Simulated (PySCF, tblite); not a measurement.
# C6H7FO2: dynamics, then NMR shifts on frames, part 2 of 2

tblite 0.8.0 and PySCF 2.14.0. Atoms count from 0. The steps go on from the part before.

**5. NMR shieldings: 625 fs, PBE0/pcSseg-1**

The job: settings as JSON, then the geometry in Å.

```
{"job": {"kind": "nmr", "xc": "PBE0", "basis": "pcSseg-1", "pop": false}, "charge": 0, "multiplicity": 1}
C     -3.084300     0.712300    -0.013000
C     -2.176600    -0.108100     0.960500
O     -1.131900    -0.554700     0.094300
C      0.042300    -0.941800     0.850400
C      1.236700    -1.260000    -0.047200
C      2.048500    -0.465500     0.603000
F      3.287700    -0.113800     0.477400
C      0.921400     0.170100     1.362200
O      0.683200     1.138300     2.029000
H     -3.975500     1.095900     0.517800
H     -2.588700     1.626000    -0.423600
H     -3.404000     0.144200    -0.817800
H     -2.729500    -0.948300     1.335300
H     -1.817000     0.602100     1.711500
H     -0.125900    -1.738000     1.626400
H      1.303000    -2.057900    -0.825800
```

With the program's defaults for keys left out, this is: GIAO PBE0/pcSseg-1 NMR shielding, non-relativistic, gas phase.

Standard output:

```text
coarse grid: 14120 points
cycle   1  E = -482.1926051492  dE =  1.604e+00  |g| = 9.960e-01  |ddm| = 3.698e+00
cycle   2  E = -481.5667209502  dE =  6.259e-01  |g| = 2.066e+00  |ddm| = 2.674e+00
cycle   3  E = -482.3719512953  dE = -8.052e-01  |g| = 2.311e-01  |ddm| = 2.040e+00
cycle   4  E = -482.3802805915  dE = -8.329e-03  |g| = 1.249e-01  |ddm| = 2.705e-01
cycle   5  E = -482.3830769822  dE = -2.796e-03  |g| = 3.432e-02  |ddm| = 1.213e-01
cycle   6  E = -482.3833156339  dE = -2.387e-04  |g| = 8.360e-03  |ddm| = 3.591e-02
cycle   7  E = -482.3833284612  dE = -1.283e-05  |g| = 2.853e-03  |ddm| = 7.712e-03
cycle   8  E = -482.3833299319  dE = -1.471e-06  |g| = 8.154e-04  |ddm| = 2.861e-03
final grid: 138872 points
cycle   9  E = -482.4655003739  dE = -1.069e-05  |g| = 1.580e-02  |ddm| = 2.979e-02
cycle  10  E = -482.4653835705  dE =  1.168e-04  |g| = 2.972e-02  |ddm| = 2.990e-02
cycle  11  E = -482.4655452038  dE = -1.616e-04  |g| = 3.373e-03  |ddm| = 2.143e-02
cycle  12  E = -482.4655473834  dE = -2.180e-06  |g| = 4.629e-04  |ddm| = 2.474e-03
cycle  13  E = -482.4655474200  dE = -3.660e-08  |g| = 1.608e-04  |ddm| = 5.449e-04
cycle  14  E = -482.4655474253  dE = -5.354e-09  |g| = 3.378e-05  |ddm| = 1.581e-04
cycle  15  E = -482.4655474255  dE = -2.210e-10  |g| = 1.474e-05  |ddm| = 4.533e-05
converged SCF energy = -482.4655474255

GIAO shielding tensors (ppm)
atom      isotropic    diamagn.    paramagn.     s11        s22        s33       span
  0 C      166.653     244.034     -77.382    147.295    164.292    188.371     41.076
  1 C      119.021     244.169    -125.147     87.318     99.716    170.031     82.713
  2 O      255.719     400.439    -144.720    203.445    246.559    317.153    113.707
  3 C      102.643     248.795    -146.152     68.323     95.538    144.068     75.745
  4 C       42.189     257.889    -215.700    -56.026     36.624    145.970    201.996
  5 C       28.599     258.405    -229.806    -52.598     53.921     84.475    137.072
  6 F      285.108     470.058    -184.949    179.569    279.458    396.298    216.729
  7 C       -4.135     252.676    -256.811    -88.529      0.178     75.946    164.475
  8 O     -240.041     399.528    -639.569   -752.382   -311.479    343.738   1096.120
  9 H       30.511      25.734       4.778     26.740     27.301     37.493     10.753
 10 H       29.640      29.835      -0.196     26.044     28.201     34.674      8.631
 11 H       31.596      30.522       1.075     27.860     29.699     37.230      9.370
 12 H       28.192      29.416      -1.224     24.142     27.438     32.997      8.855
 13 H       27.073      30.743      -3.670     21.887     28.406     30.925      9.038
 14 H       26.642      29.680      -3.038     23.155     26.271     30.501      7.346
 15 H       23.719      30.123      -6.404     21.871     23.865     25.421      3.550
```

Wall time 42 s (1 thread of Arm Neoverse N1, shared host); peak memory 0.84 GiB.

Key values: δ C7 191.1, C5 158.3, C4 144.7, C3 84.3, H15 8.00, H14 5.07 ppm.

**6. Shielding tensors: 800 fs, PBE0/pcSseg-1**

The job: settings as JSON, then the geometry in Å.

```
{"job": {"kind": "nmr", "xc": "PBE0", "basis": "pcSseg-1", "pop": false}, "charge": 0, "multiplicity": 1}
C     -2.917800     0.639300     0.152100
C     -1.975900     0.201600     1.188700
O     -0.896200    -0.504600     0.454000
C      0.110000    -0.849600     1.328400
C      1.266600    -1.341000     0.486300
C      2.101600    -0.390900     0.945800
F      3.428300    -0.194000     0.688500
C      1.175200     0.132000     1.934000
O      1.037700     0.945100     2.802900
H     -3.886900     1.073900     0.339700
H     -2.385100     1.244900    -0.578400
H     -3.119400    -0.287200    -0.446500
H     -2.552700    -0.491800     1.867300
H     -1.512700     0.981100     1.811000
H     -0.252200    -1.535200     2.092100
H      1.450800    -2.094600    -0.204100
```

Level: GIAO PBE0/pcSseg-1 NMR shielding, non-relativistic, gas phase.

Standard output:

```text
coarse grid: 14120 points
cycle   1  E = -482.1865748825  dE =  1.605e+00  |g| = 1.002e+00  |ddm| = 3.678e+00
cycle   2  E = -481.5565788400  dE =  6.300e-01  |g| = 2.082e+00  |ddm| = 2.666e+00
cycle   3  E = -482.3663782306  dE = -8.098e-01  |g| = 2.324e-01  |ddm| = 2.032e+00
cycle   4  E = -482.3746014912  dE = -8.223e-03  |g| = 1.296e-01  |ddm| = 2.803e-01
cycle   5  E = -482.3776372302  dE = -3.036e-03  |g| = 3.637e-02  |ddm| = 1.285e-01
cycle   6  E = -482.3779227959  dE = -2.856e-04  |g| = 9.290e-03  |ddm| = 3.848e-02
cycle   7  E = -482.3779399205  dE = -1.712e-05  |g| = 3.380e-03  |ddm| = 8.974e-03
cycle   8  E = -482.3779420918  dE = -2.171e-06  |g| = 8.103e-04  |ddm| = 3.243e-03
final grid: 138872 points
cycle   9  E = -482.4604142045  dE = -1.386e-05  |g| = 1.677e-02  |ddm| = 3.092e-02
cycle  10  E = -482.4602745095  dE =  1.397e-04  |g| = 3.223e-02  |ddm| = 3.295e-02
cycle  11  E = -482.4604649744  dE = -1.905e-04  |g| = 3.478e-03  |ddm| = 2.369e-02
cycle  12  E = -482.4604673080  dE = -2.334e-06  |g| = 4.970e-04  |ddm| = 2.660e-03
cycle  13  E = -482.4604673469  dE = -3.899e-08  |g| = 2.001e-04  |ddm| = 6.011e-04
cycle  14  E = -482.4604673555  dE = -8.544e-09  |g| = 5.155e-05  |ddm| = 2.188e-04
cycle  15  E = -482.4604673560  dE = -5.372e-10  |g| = 1.942e-05  |ddm| = 6.290e-05
converged SCF energy = -482.4604673560

GIAO shielding tensors (ppm)
atom      isotropic    diamagn.    paramagn.     s11        s22        s33       span
  0 C      171.304     251.495     -80.191    151.694    174.439    187.781     36.087
  1 C      111.052     243.077    -132.025     76.489     89.513    167.154     90.665
  2 O      241.504     400.353    -158.849    203.708    228.364    292.439     88.732
  3 C      106.515     244.830    -138.315     85.785     93.684    140.075     54.290
  4 C       19.685     251.647    -231.963   -108.877     16.459    151.473    260.350
  5 C       18.570     255.719    -237.149    -77.226     59.202     73.735    150.961
  6 F      255.890     470.522    -214.632    131.839    293.073    342.757    210.918
  7 C       -5.583     257.200    -262.784    -85.517      3.432     65.334    150.851
  8 O     -271.547     397.766    -669.313   -831.183   -301.289    317.830   1149.014
  9 H       30.461      27.790       2.671     26.649     27.043     37.690     11.042
 10 H       30.385      32.123      -1.739     26.099     29.155     35.900      9.801
 11 H       29.797      30.176      -0.378     25.552     28.790     35.049      9.497
 12 H       27.167      27.920      -0.753     23.341     27.240     30.919      7.578
 13 H       27.468      30.411      -2.943     22.310     28.295     31.799      9.490
 14 H       27.242      30.122      -2.880     24.290     26.097     31.339      7.049
 15 H       23.535      31.027      -7.492     17.280     26.093     27.231      9.952
```

Run time: 43 s. Hardware: 1 thread of Arm Neoverse N1, shared host; peak memory 0.84 GiB.

This run: δ C7 192.5, C5 168.4, C4 167.2, C3 80.4, H15 8.18, H12 4.55 ppm.

**7. Shielding tensors: 1000 fs, PBE0/pcSseg-1**

The job: settings as JSON, then the geometry in Å.

```
{"job": {"kind": "nmr", "xc": "PBE0", "basis": "pcSseg-1", "pop": false}, "charge": 0, "multiplicity": 1}
C     -2.848600     1.179700     0.326900
C     -1.893500     0.542900     1.283100
O     -0.778700     0.105200     0.609400
C      0.208100    -0.520700     1.318500
C      1.385400    -0.938200     0.443000
C      2.237600    -0.037400     0.895900
F      3.468300     0.346300     0.730800
C      1.228800     0.556500     1.799900
O      1.154700     1.470100     2.573000
H     -3.645800     1.575100     0.905100
H     -2.434200     2.010900    -0.208100
H     -3.188100     0.428000    -0.368500
H     -2.287900    -0.421800     1.787000
H     -1.767400     1.219600     2.116900
H     -0.140400    -1.302000     2.063400
H      1.576500    -1.666900    -0.314200
```

Level: GIAO PBE0/pcSseg-1 NMR shielding, non-relativistic, gas phase.

Standard output:

```text
coarse grid: 14120 points
cycle   1  E = -482.1984255037  dE =  1.796e+00  |g| = 9.895e-01  |ddm| = 3.737e+00
cycle   2  E = -481.6275970858  dE =  5.708e-01  |g| = 1.991e+00  |ddm| = 2.627e+00
cycle   3  E = -482.3708936532  dE = -7.433e-01  |g| = 2.604e-01  |ddm| = 2.018e+00
cycle   4  E = -482.3824210344  dE = -1.153e-02  |g| = 1.169e-01  |ddm| = 2.881e-01
cycle   5  E = -482.3848633278  dE = -2.442e-03  |g| = 3.283e-02  |ddm| = 1.185e-01
cycle   6  E = -482.3850902123  dE = -2.269e-04  |g| = 8.352e-03  |ddm| = 3.605e-02
cycle   7  E = -482.3851036259  dE = -1.341e-05  |g| = 3.139e-03  |ddm| = 8.346e-03
cycle   8  E = -482.3851054795  dE = -1.854e-06  |g| = 7.524e-04  |ddm| = 2.895e-03
final grid: 138872 points
cycle   9  E = -482.4665148582  dE = -1.969e-05  |g| = 1.505e-02  |ddm| = 3.093e-02
cycle  10  E = -482.4664086178  dE =  1.062e-04  |g| = 2.824e-02  |ddm| = 2.865e-02
cycle  11  E = -482.4665553280  dE = -1.467e-04  |g| = 3.527e-03  |ddm| = 2.101e-02
cycle  12  E = -482.4665576968  dE = -2.369e-06  |g| = 4.139e-04  |ddm| = 2.632e-03
cycle  13  E = -482.4665577245  dE = -2.771e-08  |g| = 1.586e-04  |ddm| = 5.009e-04
cycle  14  E = -482.4665577298  dE = -5.374e-09  |g| = 3.238e-05  |ddm| = 1.707e-04
cycle  15  E = -482.4665577301  dE = -2.123e-10  |g| = 1.242e-05  |ddm| = 4.143e-05
converged SCF energy = -482.4665577301

GIAO shielding tensors (ppm)
atom      isotropic    diamagn.    paramagn.     s11        s22        s33       span
  0 C      172.677     245.550     -72.872    157.574    169.811    190.647     33.072
  1 C      118.541     242.092    -123.550     88.391    101.098    166.135     77.744
  2 O      275.372     404.998    -129.625    231.327    286.391    308.400     77.073
  3 C      102.776     244.126    -141.350     77.968     95.200    135.160     57.192
  4 C       41.256     252.847    -211.591    -65.016     42.409    146.375    211.392
  5 C       16.718     258.052    -241.334    -70.319     46.465     74.008    144.326
  6 F      285.926     469.738    -183.812    184.919    266.221    406.637    221.719
  7 C       -8.520     254.309    -262.829    -87.957     -3.255     65.650    153.608
  8 O     -249.091     397.804    -646.895   -761.020   -301.512    315.259   1076.279
  9 H       31.390      26.922       4.468     27.286     28.631     38.254     10.969
 10 H       30.710      30.681       0.029     26.935     29.107     36.089      9.154
 11 H       30.423      29.477       0.946     26.096     28.529     36.645     10.549
 12 H       27.233      28.119      -0.885     23.301     26.084     32.315      9.014
 13 H       27.856      30.483      -2.627     22.763     28.872     31.934      9.172
 14 H       26.361      28.808      -2.447     23.781     25.401     29.901      6.120
 15 H       24.369      30.455      -6.086     21.127     25.247     26.735      5.608
```

It took 42 s on 1 thread of Arm Neoverse N1, shared host; peak memory 0.85 GiB.

Key values: δ C7 195.4, C5 170.2, C4 145.7, C3 84.1, H15 7.35, H14 5.36 ppm.

**8. Side by side: NMR shifts**

Shifts (ppm) of some atoms, chosen among heavy atoms and hydrogens apart, with basis size and wall time:

```csv
frame,C4,C1,H12,H11,O8,O2,F6,functions,time
250 fs,151.7,70.6,3.40,1.16,591.0,66.5,-99.6,188,43 s
425 fs,151.2,87.4,5.19,1.77,591.1,85.0,-96.3,188,42 s
625 fs,144.7,67.9,3.52,0.12,576.1,80.4,-114.2,188,42 s
800 fs,167.2,75.9,4.55,1.92,607.6,94.6,-84.9,188,43 s
1000 fs,145.7,68.4,4.48,1.29,585.2,60.7,-115.0,188,42 s
```

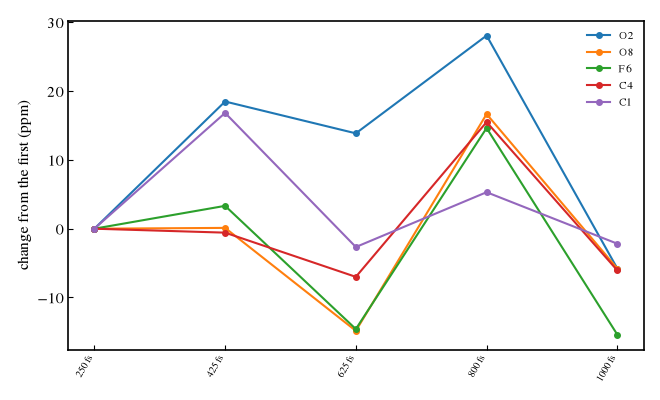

How five of the tabulated atoms move from run to run.

**9. What came out**

What follows sums up all 2 parts.

| quantity | value |
| --- | --- |
| thermostat | 300 K |
| mean temperature, second half | 325 K |
| mean potential energy above the minimum | 0.60 eV |
| 13C shifts against TMS (PBE0/pcSseg-1, 250 fs) | 192.0, 163.5, 151.7, 87.4, 70.6, 13.9 ppm |
| 1H shifts against TMS (PBE0/pcSseg-1, 250 fs) | 8.54, 4.79, 3.40, 3.21, 1.79, 1.16, 0.47 ppm |
| 17O shifts against H2O (PBE0/pcSseg-1, 250 fs) | 591.0, 66.5 ppm |
| 19F shifts against CFCl3 (PBE0/pcSseg-1, 250 fs) | -99.6 ppm |
| range of the shift of O2 | 60.7 to 94.6 ppm |

In the second half the potential energy averages 0.60 eV above the minimum; equipartition over 42 harmonic modes at 300 K would give 0.54 eV. With 16 atoms the temperature swings widely (128 to 440 K). Shifts at one fixed geometry are not the observed spectrum, which averages over the motion. In the first frame run (250 fs): The widest tensor belongs to O8: span 1149 ppm, with a paramagnetic part of -655 ppm. In ppm, O2 moves most: its shift spreads over 33.9 ppm, from 60.7 (1000 fs) to 94.6 (800 fs).
